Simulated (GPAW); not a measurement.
## Mg2H2O3 (P-3m1): G0W0 with GPAW, start to end

How does a plane-wave GW calculation on Mg2H2O3 (P-3m1) run from the first input to the gap?

Program: GPAW 26.7.0. Level of theory: LDA and many-body steps on it, plane waves. Results are calculated unless marked as measured.

## 1. Starting point

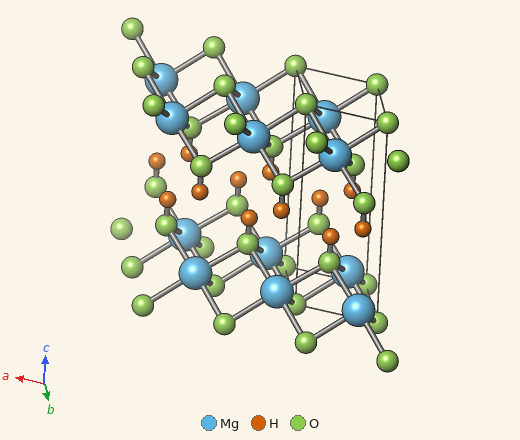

Start, viewed from a free direction; magnesium blue, hydrogen orange, oxygen green. 3×2×1 cells are drawn. Bonds to atoms that aren't drawn are left out. Some periodic images of atoms are drawn too.

The cell and positions come from the Crystallography Open Database and are kept as given unless a step says otherwise.

## 2. Ground state

This step: GPAW 26.7.0; DFT, LDA, plane waves, PAW.

The ground-state density comes first.

The input, run.py:

```python
import json
import numpy as np
from gpaw.mpi import world
from ase import Atoms
from gpaw import GPAW, PW, FermiDirac

atoms = Atoms(['Mg', 'Mg', 'H', 'H', 'O', 'O', 'O'],
    cell=[[3.0850000000, 0.0000000000, 0.0000000000],
      [-1.5425000000, 2.6716883707, 0.0000000000],
      [0.0000000000, 0.0000000000, 7.7100000000]],
    scaled_positions=[[0.6666666667, 0.3333333333, 0.8399000000],
      [0.3333333333, 0.6666666667, 0.1601000000],
      [0.3333333333, 0.6666666667, 0.5666000000],
      [0.6666666667, 0.3333333333, 0.4334000000],
      [0.3333333333, 0.6666666667, 0.6949000000],
      [0.6666666667, 0.3333333333, 0.3051000000],
      [0.0000000000, 0.0000000000, 0.0000000000]],
    pbc=(True, True, True))
calc = GPAW(mode=PW(600),
    xc='LDA',
    kpts={'size': (9, 9, 4), 'gamma': True},
    occupations=FermiDirac(0.001),
    nbands=-9,
    convergence={'density': 1e-6, 'bands': -3},
    maxiter=100,
    txt='gs.txt')
atoms.calc = calc
res = {'energy': atoms.get_potential_energy()}
kpts = calc.get_ibz_k_points()
res['kpts'] = kpts
res['eigenvalues'] = [calc.get_eigenvalues(kpt=k) for k in range(len(kpts))]
res['n_electrons'] = calc.get_number_of_electrons()
calc.write('gs.gpw')

if world.rank == 0:
    with open('result.json', 'w') as f:
        json.dump(res, f, default=lambda x: x.tolist())
```

Run with:

```bash
> mpirun -n 4 gpaw python run.py
```

What it wrote:

```text
__  _  _
 | _ |_)|_||  |
 |__||  | ||/\| - 26.7.0

Input parameters:
  mode=PW(ecut=600.0),
  convergence={'density': 1e-06, 'bands': -3},
  kpts=MonkhorstPack(size=(9, 9, 4), gamma=True),
  maxiter=100,
  nbands=-9,
  occupations=Occupations(name='fermi-dirac', width=0.001, fixmagmom=False),
  xc=XC(name='LDA')
  [... matrices ...]
Diagonalizing LCAO Hamiltonian
Converting LCAO to pw mode

            Mg
         O
         H

            H

         Mg O

       O

Atoms  # Å, Bohr magnetons
|   | symbol |         x |        y |        z |    initial magnetic moments |
| 0 |     Mg |  1.542500 | 0.890563 | 6.475629 | ( 0.0000,  0.0000,  0.0000) |
| 1 |     Mg | -0.000000 | 1.781126 | 1.234371 | ( 0.0000,  0.0000,  0.0000) |
| 2 |      H | -0.000000 | 1.781126 | 4.368486 | ( 0.0000,  0.0000,  0.0000) |
| 3 |      H |  1.542500 | 0.890563 | 3.341514 | ( 0.0000,  0.0000,  0.0000) |
| 4 |      O | -0.000000 | 1.781126 | 5.357679 | ( 0.0000,  0.0000,  0.0000) |
| 5 |      O |  1.542500 | 0.890563 | 2.352321 | ( 0.0000,  0.0000,  0.0000) |
| 6 |      O |  0.000000 | 0.000000 | 0.000000 | ( 0.0000,  0.0000,  0.0000) |

Unit cell  # Å
| periodic |         x |        y |        z |  lengths |     angles |
|      yes |  3.085000 | 0.000000 | 0.000000 | 3.085000 |  90.000000 |
|      yes | -1.542500 | 2.671688 | 0.000000 | 3.085000 |  90.000000 |
|      yes |  0.000000 | 0.000000 | 7.710000 | 7.710000 | 120.000000 |

Number of symmetries: 12
Symmetry operations  # r_c * U_cc + t_c -> r_c
|    | kind |            matrix            |
|  0 |  σ   |  1, 1, 0,  0,-1, 0,  0, 0, 1 |
|  1 |  S6  |  1, 1, 0, -1, 0, 0,  0, 0,-1 |
|  2 |  E   |  1, 0, 0,  0, 1, 0,  0, 0, 1 |
|  3 |  C2  |  1, 0, 0, -1,-1, 0,  0, 0,-1 |
|  4 |  C2  |  0, 1, 0,  1, 0, 0,  0, 0,-1 |
|  5 |  C3  |  0, 1, 0, -1,-1, 0,  0, 0, 1 |
|  6 |  S6  |  0,-1, 0,  1, 1, 0,  0, 0,-1 |
|  7 |  σ   |  0,-1, 0, -1, 0, 0,  0, 0, 1 |
|  8 |  σ   | -1, 0, 0,  1, 1, 0,  0, 0, 1 |
|  9 |  i   | -1, 0, 0,  0,-1, 0,  0, 0,-1 |
| 10 |  C3  | -1,-1, 0,  1, 0, 0,  0, 0, 1 |
| 11 |  C2  | -1,-1, 0,  0, 1, 0,  0, 0,-1 |

BZ-sampling:
  Number of BZ points: 324
  Number of IBZ points: 43

  Monkhorst-Pack size: [9, 9, 4]
  Monkhorst-Pack shift: [0.0, 0.0, 0.125]

K-points  # in reciprocal-cell coordinates
|     |                                coordinates |     weight |
|   0 | (  0.00000000,   0.00000000,   0.00000000) | 0.00308642 |
|   1 | (  0.00000000,   0.00000000,   0.25000000) | 0.00617284 |
|   2 | (  0.00000000,   0.00000000,   0.50000000) | 0.00308642 |
|   3 | (  0.11111111,   0.00000000,  -0.25000000) | 0.01851852 |
|   4 | (  0.11111111,   0.00000000,   0.00000000) | 0.01851852 |
|   5 | (  0.11111111,   0.00000000,   0.25000000) | 0.01851852 |
|   6 | (  0.11111111,   0.00000000,   0.50000000) | 0.01851852 |
|   7 | (  0.22222222,  -0.11111111,   0.00000000) | 0.01851852 |
|   8 | (  0.22222222,  -0.11111111,   0.25000000) | 0.03703704 |
|   9 | (  0.22222222,  -0.11111111,   0.50000000) | 0.01851852 |
| ... |                                            |            |
|  42 | (  0.44444444,   0.44444444,   0.50000000) | 0.01851852 |

Plane wave coefficients: 2142
Cutoff: 600.0 eV

Spin-components: 1 (collinear spins)
Bands:           29
Projectors:      31
Spin-degeneracy: 2
Datatype:        complex128

  Storage: CPU
  Wave functions: 42_038_864 bytes (10_509_716 per core)
  Projectors: 42_038_864 bytes (10_509_716 per core)
  [... matrices ...]
Parallelization:
  kpt:    4
  domain: 1
  band:   1

Density:
  Valence electrons: 40.0
  Components: 1
  Grid points: [18 18 45]
  Charge: 0.0  # |e|

Potential:
  Grid points: [18 18 45]

species:
  Mg:
    name:    Magnesium
    Z:       12.0
    valence: 10
    core:    2
    charge:  0.0  # [|e|]
    compensation charges:
      type: gauss
      rc: 0.33  # [Å]
      lmax: 2
    cutoffs:
      filter: 1.86  # [Å]
      core: 0.54  # [Å]
    projectors
    | kind |    occ | energy [eV] | rcut [Å] |
    |   2s |  2.000 |     -79.291 |    1.090 |
    |   3s |  2.000 |      -4.782 |    1.090 |
    |   2p |  6.000 |     -46.725 |    1.085 |
    |   3p |  0.000 |      -1.374 |    1.085 |
    |    d |        |       0.000 |    1.037 |

    Using partial waves for Mg as LCAO basis

  H:
    name:    Hydrogen
    Z:       1.0
    valence: 1
    core:    0
    charge:  0.0  # [|e|]
    compensation charges:
      type: gauss
      rc: 0.15  # [Å]
      lmax: 2
    cutoffs:
      filter: 0.85  # [Å]
      core: 0.53  # [Å]
    projectors
    | kind |    occ | energy [eV] | rcut [Å] |
    |   1s |  1.000 |      -6.353 |    0.476 |
    |    s |        |      20.858 |    0.476 |
    |    p |        |       0.000 |    0.476 |

    Using partial waves for H as LCAO basis

  O:
    name:    Oxygen
    Z:       8.0
    valence: 6
    core:    2
    charge:  0.0  # [|e|]
    compensation charges:
      type: gauss
      rc: 0.21  # [Å]
      lmax: 2
    cutoffs:
      filter: 1.17  # [Å]
      core: 0.83  # [Å]
    projectors
    | kind |    occ | energy [eV] | rcut [Å] |
    |   2s |  2.000 |     -23.752 |    0.688 |
    |   2p |  4.000 |      -9.195 |    0.598 |
    |    s |        |       3.459 |    0.688 |
    |    p |        |      18.016 |    0.598 |
    |    d |        |       0.000 |    0.619 |

    Using partial waves for O as LCAO basis

Reference energy: -16962.442155  # eV

eigensolver:
  PPCG
  Converge bands: -3
  niter=2

density mixing:
  MSR1-Mixer
  Pratt-step length: 0.05
  Maximum mixing coefficient: 0.75
  Old densities: 10
  SVD Regularization: 0.005
  Good broyden scale: 1.0
  Trust region scale: 1.0
  Backstep threshold: 4.0
  History deletion threshold: 6.0
  Fourier metric: weight=20.0, sigma=0.015

occupation numbers:
  Fermi-Dirac:
    width: 0.0010  # eV

poisson solver:
  ecut: 4800.0  # eV

xc functional:
  name: None

Initialization done in: 3.218 s

convergence criteria:
- Maximum integral of absolute [dens]ity change: 1e-06 electrons / valence electron
- Maximum [total energy] change in last 3 cyles: 0.0005 eV / valence electron
- Maximum integral of absolute [eigenst]ate change: 4e-08 eV^2 / valence electron
maximum number of iterations: 100

SCF iterations
|iter     |     time |      energy | eigst |  dens |
|iter:   1|  |  -47.346173 | +0.81 |       |
|iter:   2|  |  -46.145866 | -0.48 | -0.90 |
|iter:   3|  |  -42.795606 | -0.55 | -0.95 |
|iter:   4|  |  -42.744470 | -2.28 | -1.51 |
|iter:   5|  |  -42.730253 | -2.71 | -1.80 |
|iter:   6|  |  -42.729623c| -3.71 | -2.74 |
|iter:   7|  |  -42.729627c| -5.53 | -3.11 |
|iter:   8|  |  -42.729632c| -6.40 | -3.44 |
|iter:   9|  |  -42.729632c| -7.89c| -4.49 |
|iter:  10|  |  -42.729632c| -7.43c| -5.08 |
|iter:  11|  |  -42.729632c| -8.87c| -5.84 |
|iter:  12|  |  -42.729632c| -9.55c| -6.43c|

Converged in 12 steps
SCF loop duration: 13.588 s (1.132 s/step)
Energy contributions relative to reference atoms: (reference = -16962.442155)
  [... matrices ...]
Energy contributions:
  Kinetic:          26.934356
  Coulomb:         -27.529081
  Zero:              0.264197
  External:          0.000000
  Xc:              -42.399104
  Entropy:          -0.000000
  Spinorbit:         0.000000
  ----------------------------
  Free energy:     -42.729632
  Extrapolated:    -42.729632

dipole moment: (-4.317483, -7.478100, -21.580419)  # |e|*Ang

Fermi level: 1.948
Eigenvalues  # (at kpt = [0.000, 0.000, 0.000])
| band index |      eig [eV] | occ [0-2] |
|          0 |       -69.797 |     2.000 |
|        ... |               |           |
|         12 |        -3.790 |     2.000 |
|         13 |         0.464 |     2.000 |
|         14 |         1.244 |     2.000 |
|         15 |         1.244 |     2.000 |
|         16 |         1.368 |     2.000 |
|         17 |         1.368 |     2.000 |
|         18 |         1.774 |     2.000 |
|         19 |         1.774 |     2.000 |
|         20 |         5.244 |     0.000 |
[...]
|         24 |        13.183 |     0.000 |
|         25 |        16.307 |     0.000 |
|         26 |        17.138 |     0.000 |
|         27 |        17.138 |     0.000 |
|         28 |        18.549 |     0.000 |

Gap: 3.470 eV
Transition (v -> c):
  (s=0, k=0, n=19, [0.00, 0.00, 0.00]) -> (s=0, k=0, n=20, [0.00, 0.00, 0.00])
No difference between direct/indirect transitions
# Writing to gs.gpw (mode='')
  [... matrices ...]
```

Run time: 19 s. Hardware: 4 MPI ranks of Intel Xeon Platinum 8259CL at 2.50GHz (Skylake/Cascade Lake), shared host; peak memory 0.78 GiB.

This step gave:

```yaml
total_energy: -42.73 eV
gap: 3.470 eV
k_of_the_valence_top: 0, 0, 0
k_of_the_conduction_bottom: 0, 0, 0
least_direct_gap: 3.470 eV
```

The gap is direct, at Γ.

## 3. Bands along the symmetry lines

The cheap functional maps the bands first; the places of the edges decide which points the dearer methods must see.

The input, run.py:

```python
import json
import numpy as np
from gpaw.mpi import world
from gpaw import GPAW

path = [[0.000000, 0.000000, 0.000000],
    [0.062500, 0.000000, 0.000000],
    [0.125000, 0.000000, 0.000000],
    [0.187500, 0.000000, 0.000000],
    [0.250000, 0.000000, 0.000000],
    [0.312500, 0.000000, 0.000000],
    [0.375000, 0.000000, 0.000000],
    [0.437500, 0.000000, 0.000000],
    [0.500000, 0.000000, 0.000000],
    [0.479167, 0.041667, 0.000000],
    [0.458333, 0.083333, 0.000000],
    [0.437500, 0.125000, 0.000000],
    [0.416667, 0.166667, 0.000000],
    [0.395833, 0.208333, 0.000000],
    [0.375000, 0.250000, 0.000000],
    [0.354167, 0.291667, 0.000000],
    [0.333333, 0.333333, 0.000000],
    [0.291667, 0.291667, 0.000000],
    [0.250000, 0.250000, 0.000000],
    [0.208333, 0.208333, 0.000000],
    [0.166667, 0.166667, 0.000000],
    [0.125000, 0.125000, 0.000000],
    [0.083333, 0.083333, 0.000000],
    [0.041667, 0.041667, 0.000000],
    [0.000000, 0.000000, 0.000000],
    [0.000000, 0.000000, 0.062500],
    [0.000000, 0.000000, 0.125000],
    [0.000000, 0.000000, 0.187500],
    [0.000000, 0.000000, 0.250000],
    [0.000000, 0.000000, 0.312500],
    [0.000000, 0.000000, 0.375000],
    [0.000000, 0.000000, 0.437500],
    [0.000000, 0.000000, 0.500000],
    [0.062500, 0.000000, 0.500000],
    [0.125000, 0.000000, 0.500000],
    [0.187500, 0.000000, 0.500000],
    [0.250000, 0.000000, 0.500000],
    [0.312500, 0.000000, 0.500000],
    [0.375000, 0.000000, 0.500000],
    [0.437500, 0.000000, 0.500000],
    [0.500000, 0.000000, 0.500000],
    [0.479167, 0.041667, 0.500000],
    [0.458333, 0.083333, 0.500000],
    [0.437500, 0.125000, 0.500000],
    [0.416667, 0.166667, 0.500000],
    [0.395833, 0.208333, 0.500000],
    [0.375000, 0.250000, 0.500000],
    [0.354167, 0.291667, 0.500000],
    [0.333333, 0.333333, 0.500000],
    [0.291667, 0.291667, 0.500000],
    [0.250000, 0.250000, 0.500000],
    [0.208333, 0.208333, 0.500000],
    [0.166667, 0.166667, 0.500000],
    [0.125000, 0.125000, 0.500000],
    [0.083333, 0.083333, 0.500000],
    [0.041667, 0.041667, 0.500000],
    [0.000000, 0.000000, 0.500000],
    [0.500000, 0.000000, 0.500000],
    [0.500000, 0.000000, 0.437500],
    [0.500000, 0.000000, 0.375000],
    [0.500000, 0.000000, 0.312500],
    [0.500000, 0.000000, 0.250000],
    [0.500000, 0.000000, 0.187500],
    [0.500000, 0.000000, 0.125000],
    [0.500000, 0.000000, 0.062500],
    [0.500000, 0.000000, 0.000000],
    [0.333333, 0.333333, 0.500000],
    [0.333333, 0.333333, 0.437500],
    [0.333333, 0.333333, 0.375000],
    [0.333333, 0.333333, 0.312500],
    [0.333333, 0.333333, 0.250000],
    [0.333333, 0.333333, 0.187500],
    [0.333333, 0.333333, 0.125000],
    [0.333333, 0.333333, 0.062500],
    [0.333333, 0.333333, 0.000000]]
calc = GPAW('gs.gpw').fixed_density(kpts=path,
    symmetry='off',
    nbands=30,
    convergence={'bands': 26},
    txt='bands.txt')
res = {}
kpts = calc.get_ibz_k_points()
res['kpts'] = kpts
res['eigenvalues'] = [calc.get_eigenvalues(kpt=k) for k in range(len(kpts))]
res['n_electrons'] = calc.get_number_of_electrons()

if world.rank == 0:
    with open('result.json', 'w') as f:
        json.dump(res, f, default=lambda x: x.tolist())
```

Run with:

```bash
> mpirun -n 4 gpaw python run.py
```

What it wrote:

```text
Diagonalizing LCAO Hamiltonian
Converting LCAO to pw mode
convergence criteria:
- Maximum integral of absolute [eigenst]ate change: 4e-08 eV^2 / valence electron
maximum number of iterations: 100

SCF iterations
|iter     |     time |      energy | eigst |  dens |
|iter:   1|  |             | +0.92 |       |
|iter:   2|  |             | -0.30 |       |
|iter:   3|  |             | -1.58 |       |
[...]
|iter:   7|  |             | -6.06 |       |
|iter:   8|  |             | -6.98 |       |
|iter:   9|  |             | -7.80c|       |
SCF steps: 9
  __  _  _
 | _ |_)|_||  |
 |__||  | ||/\| - 26.7.0

Input parameters:
  mode=PW(ecut=600.0),
  convergence={'bands': 26},
  gpts=array([18, 18, 45]),
  kpts=KPoints(kpts=array([[0.      , 0.      , 0.      ],
         [0.0625  , 0.      , 0.      ],
         [0.125   , 0.      , 0.      ],
         [0.1875  , 0.      , 0.      ],
[...]
[0.479167, 0.041667, 0.      ],
         [0.458333, 0.083333, 0.      ],
[...]
[0.416667, 0.166667, 0.      ],
[...]
[0.5     , 0.      , 0.0625  ],
         [0.5     , 0.      , 0.      ],
[...]
[0.333333, 0.333333, 0.125   ],
         [0.333333, 0.333333, 0.0625  ],
         [0.333333, 0.333333, 0.      ]])),
  maxiter=100,
  nbands=30,
  occupations=Occupations(name='fermi-dirac', width=0.001, fixmagmom=False),
  parallel={},
  symmetry=Symmetry(point_group=False, time_reversal=False),
  xc=XC(name='LDA')
```

Run time: 22 s. Hardware: 4 MPI ranks; peak memory 0.88 GiB; 87 s of CPU time.

This step gave:

```
gap                        : 3.470 eV
k of the valence top       : 0, 0, 0
k of the conduction bottom : 0, 0, 0
least direct gap           : 3.470 eV
```

The gap is 3.470 eV, as in the run before at this level.

The electronic bands at the labelled points (eV, zero at the top of the highest filled band):

| point | band 17 | band 18 | band 19 | band 20 | band 21 | band 22 | band 23 | band 24 |
| --- | --- | --- | --- | --- | --- | --- | --- | --- |
| Γ | -0.41 | -0.41 | 0.00 | 0.00 | 3.47 | 6.48 | 8.19 | 10.16 |
| M | -1.19 | -0.91 | -0.78 | -0.56 | 7.26 | 7.69 | 8.69 | 10.20 |
| K | -2.31 | -1.70 | -1.70 | -0.57 | 8.12 | 8.12 | 9.92 | 10.89 |
| Γ | -0.41 | -0.41 | 0.00 | 0.00 | 3.47 | 6.48 | 8.19 | 10.16 |
| A | -0.34 | -0.34 | -0.03 | -0.03 | 4.30 | 5.55 | 8.16 | 10.51 |
| L | -1.11 | -0.94 | -0.87 | -0.48 | 6.68 | 8.10 | 9.18 | 10.75 |
| H | -2.00 | -1.91 | -1.91 | -0.71 | 8.27 | 8.27 | 10.00 | 10.91 |
| A | -0.34 | -0.34 | -0.03 | -0.03 | 4.30 | 5.55 | 8.16 | 10.51 |
| jump to L | -1.11 | -0.94 | -0.87 | -0.48 | 6.68 | 8.10 | 9.18 | 10.75 |
| M | -1.19 | -0.91 | -0.78 | -0.56 | 7.26 | 7.69 | 8.69 | 10.20 |
| jump to H | -2.00 | -1.91 | -1.91 | -0.71 | 8.27 | 8.27 | 10.00 | 10.91 |
| K | -2.31 | -1.70 | -1.70 | -0.57 | 8.12 | 8.12 | 9.92 | 10.89 |

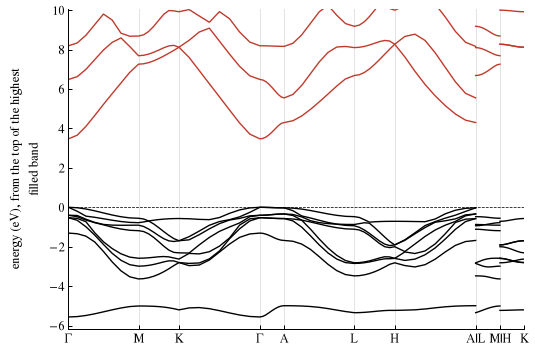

Electronic bands along the path; lines of filled and empty bands in two colours.

## 4. Empty states on the mesh, 3×3×2 mesh, 154 bands

The sums over transitions need many empty states on a uniform mesh; this step solves for them.

The input, run.py:

```python
import json
import numpy as np
from gpaw.mpi import world
from gpaw import GPAW

calc = GPAW('gs.gpw').fixed_density(kpts={'size': (3, 3, 2), 'gamma': True},
    parallel={'domain': 1, 'band': 1},
    txt='nscf.txt')
calc.diagonalize_full_hamiltonian(nbands=154)
calc.write('full.gpw', mode='all')
res = {}
kpts = calc.get_ibz_k_points()
res['kpts'] = kpts
res['eigenvalues'] = [calc.get_eigenvalues(kpt=k) for k in range(len(kpts))]
res['n_electrons'] = calc.get_number_of_electrons()

if world.rank == 0:
    with open('result.json', 'w') as f:
        json.dump(res, f, default=lambda x: x.tolist())
```

Run with:

```bash
> mpirun -n 4 gpaw python run.py
```

What it wrote:

```text
Diagonalizing LCAO Hamiltonian
Converting LCAO to pw mode
convergence criteria:
- Maximum integral of absolute [eigenst]ate change: 4e-08 eV^2 / valence electron
maximum number of iterations: 100

SCF iterations
|iter     |     time |      energy | eigst |  dens |
|iter:   1|  |             | +0.92 |       |
|iter:   2|  |             | -0.25 |       |
|iter:   3|  |             | -1.55 |       |
|iter:   4|  |             | -3.15 |       |
|iter:   5|  |             | -4.02 |       |
|iter:   6|  |             | -5.56 |       |
|iter:   7|  |             | -6.50 |       |
|iter:   8|  |             | -7.82c|       |
SCF steps: 8
  __  _  _
 | _ |_)|_||  |
 |__||  | ||/\| - 26.7.0

Input parameters:
  mode=PW(ecut=600.0),
  convergence={'density': 1e-06, 'bands': -3},
  gpts=array([18, 18, 45]),
  kpts=MonkhorstPack(size=(3, 3, 2), gamma=True),
  maxiter=100,
  nbands=29,
  occupations=Occupations(name='fermi-dirac', width=0.001, fixmagmom=False),
  parallel={'domain': 1, 'band': 1},
  xc=XC(name='LDA')
Matrix size: 2107x2107
# Writing to full.gpw (mode='all')
  [... matrices ...]

timing:  # [seconds]
  Total: 14.846  # ━━━━━━━━━━━━━━━━━━━━━━━━━━━━━━━━━━━━━━━━━━━━━━━━━━━━━━━━━━
```

Run time: 21 s. Hardware: 4 MPI ranks; peak memory 1.9 GiB; 83 s of CPU time.

Numbers from this step:

```yaml
gap: 3.470 eV
k_of_the_valence_top: 0, 0, 0
k_of_the_conduction_bottom: 0, 0, 0
least_direct_gap: 3.470 eV
k_points_computed: 6
lowest_point_of_the_top_converged_band_above_the_valence_top: 84.5095 eV
```

On this mesh the gap is 3.470 eV.

(Continued in part 2 of 2.)

[Paths, hosts, dates, memory and timing lines, banners, echoed tables and standing remarks are left out of the program output.]

[Logs are printed without paths, hosts, clocks, repeated set-up lines and the standing remarks that a program may print on its own settings, such as how far it seeks lower states.]

[Runs of the session that timed out or met a known fault of the program may be left out.]

[Hosts, paths, dates, database ids (printed as entryN), source tags and the programs' standing remarks are cut or masked in the printed files.]
